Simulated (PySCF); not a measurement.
System: C$_{4}$H$_{15}$NSi$_{2}$ (SMILES C[SiH2]N[SiH2]C(C)C).

```yaml
atoms:
  - { symbol: C, position_ang: [3.3904, 0.7618, -0.1420] }
  - { symbol: Si, position_ang: [2.7097, -0.9119, 0.4157] }
  - { symbol: N, position_ang: [0.9896, -0.9095, 0.1844] }
  - { symbol: Si, position_ang: [-0.1542, 0.3158, 0.6139] }
  - { symbol: C, position_ang: [-1.8693, -0.2699, 0.0258] }
  - { symbol: C, position_ang: [-1.9449, -0.3614, -1.4962] }
  - { symbol: C, position_ang: [-2.9614, 0.6584, 0.5441] }
  - { symbol: H, position_ang: [3.1133, 0.9777, -1.1693] }
  - { symbol: H, position_ang: [3.0036, 1.5636, 0.4789] }
  - { symbol: H, position_ang: [4.4737, 0.7859, -0.0774] }
  - { symbol: H, position_ang: [3.0583, -1.1404, 1.8267] }
  - { symbol: H, position_ang: [3.2138, -2.0135, -0.4129] }
  - { symbol: H, position_ang: [0.5934, -1.8160, -0.0037] }
  - { symbol: H, position_ang: [-0.1754, 0.5445, 2.0676] }
  - { symbol: H, position_ang: [0.2206, 1.5589, -0.0673] }
  - { symbol: H, position_ang: [-2.0654, -1.2694, 0.4306] }
  - { symbol: H, position_ang: [-1.1714, -1.0187, -1.8875] }
  - { symbol: H, position_ang: [-1.8106, 0.6226, -1.9410] }
  - { symbol: H, position_ang: [-2.9146, -0.7452, -1.8144] }
  - { symbol: H, position_ang: [-3.9467, 0.3185, 0.2251] }
  - { symbol: H, position_ang: [-2.9506, 0.6994, 1.6306] }
  - { symbol: H, position_ang: [-2.8126, 1.6679, 0.1665] }
```

Geometry: GFN2-xTB.

Method: PBE0/pcSseg-1, SCF density, gas phase, non-relativistic in PySCF.

> Predict the electron density and electron localisation function between the atoms.

C–C (1.52 Å): the density is about 1.6 e/Å³ at the midpoint; the ELF peaks at about 0.95 between the atoms: a covalent bond.
Si–N (1.73 Å): ρ at the midpoint is about 1.1 e/Å³; the ELF peaks at about 0.90 between the atoms: a polar covalent bond.
C–Si (1.91 Å): the density is about 0.94 e/Å³ at the midpoint; the ELF peaks at about 0.95 between the atoms; a covalent bond.
N–H (1.01 Å): ρ at the midpoint is about 2.8 e/Å³; the ELF climbs to about 1 towards the hydrogen, as it does in any bond to H; an ordinary covalent bond to hydrogen.

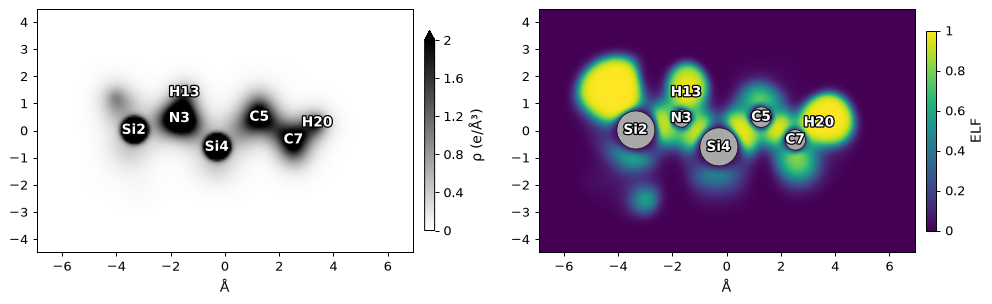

Computed electron density and electron localisation function on the plane of atoms Si2, N3 and Si4, in this order. Grey discs cover the atomic cores in the ELF map. 
